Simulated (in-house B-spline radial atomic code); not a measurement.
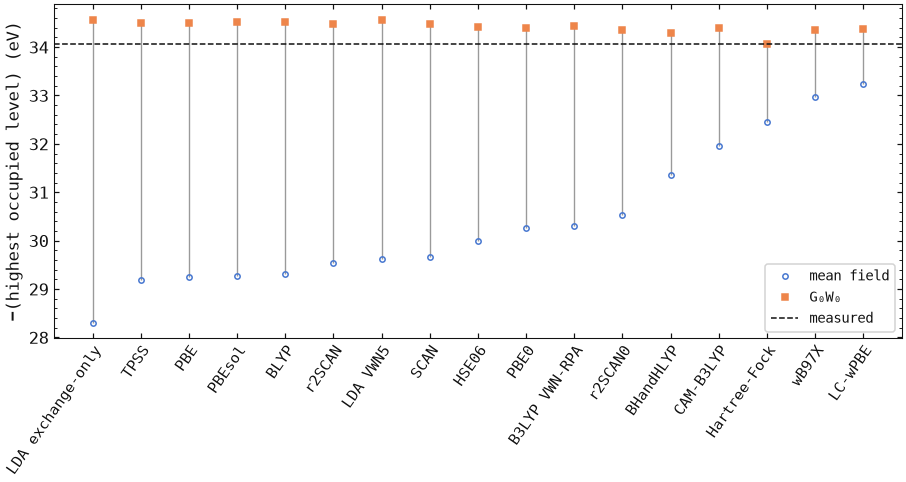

Binding energy of the highest level (4s) of Ge²⁺ ([Ar] 3d¹⁰ 4s²) on 17 mean-field starts and after G₀W₀. All-electron spherical atom, scalar X2C, no spin-orbit coupling, Breit or QED terms; computed with a B-spline radial code.

**Describe the starting-point dependence.**

The mean-field values spread from 28.29 eV (LDA exchange-only) to 33.25 eV (LC-wPBE); after G₀W₀ they lie between 34.07 eV (Hartree-Fock) and 34.57 eV (LDA exchange-only), so the spread shrinks from 4.95 to 0.50 eV. The measured removal energy is 34.06 eV; the nearest G₀W₀ value is that on Hartree-Fock (34.07 eV).

| Start | Mean field (eV) | G₀W₀ (eV) | RPA correlation (hartree) |
| --- | --- | --- | --- |
| LDA exchange-only | 28.29 | 34.57 | −2.313 |
| TPSS | 29.18 | 34.50 | −2.297 |
| PBE | 29.24 | 34.51 | −2.307 |
| PBEsol | 29.27 | 34.52 | −2.309 |
| BLYP | 29.32 | 34.53 | −2.310 |
| r2SCAN | 29.54 | 34.47 | −2.269 |
| LDA VWN5 | 29.62 | 34.55 | −2.313 |
| SCAN | 29.67 | 34.47 | −2.269 |
| HSE06 | 29.99 | 34.41 | −2.250 |
| PBE0 | 30.27 | 34.39 | −2.243 |
| B3LYP VWN-RPA | 30.30 | 34.44 | −2.257 |
| r2SCAN0 | 30.52 | 34.36 | −2.218 |
| BHandHLYP | 31.36 | 34.29 | −2.186 |
| CAM-B3LYP | 31.95 | 34.39 | −2.230 |
| Hartree-Fock | 32.45 | 34.07 | −2.082 |
| wB97X | 32.96 | 34.35 | −2.216 |
| LC-wPBE | 33.25 | 34.37 | −2.229 |
